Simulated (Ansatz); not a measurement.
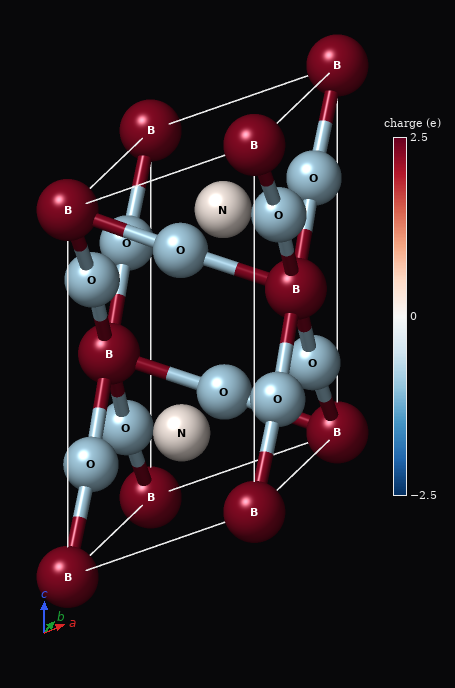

The image is a ball-and-stick drawing of a crystal, viewed slightly off an axis. The simulation cell is outlined; an atom on or near a face, edge or corner is repeated at each equivalent position. The atoms of this BNO₃ cell are coloured by their Bader charge.

Setup: Ansatz, DFT, PAW plane waves, PBE0; plane waves up to 420 eV, k-point mesh 3×3×3, Fermi-Dirac smearing of 0.1 eV, no spin polarisation. The pressure of the cell is -27 GPa.

Give the charges by element.

Answer. Most positive: B; most negative: O. Charges: about B +2.3 e; N +0.2 e; O -0.8 e.

Where the cell comes from: a generated cell, made by putting these elements into a known structure type (the compound may or may not exist in this form). No relaxation was applied. Ansatz was used for an electronic-structure calculation on it.

At this level of theory the cell isn't at rest (stretched, at -27 GPa), so its distances can differ from those at equilibrium, the more so the softer the solid.
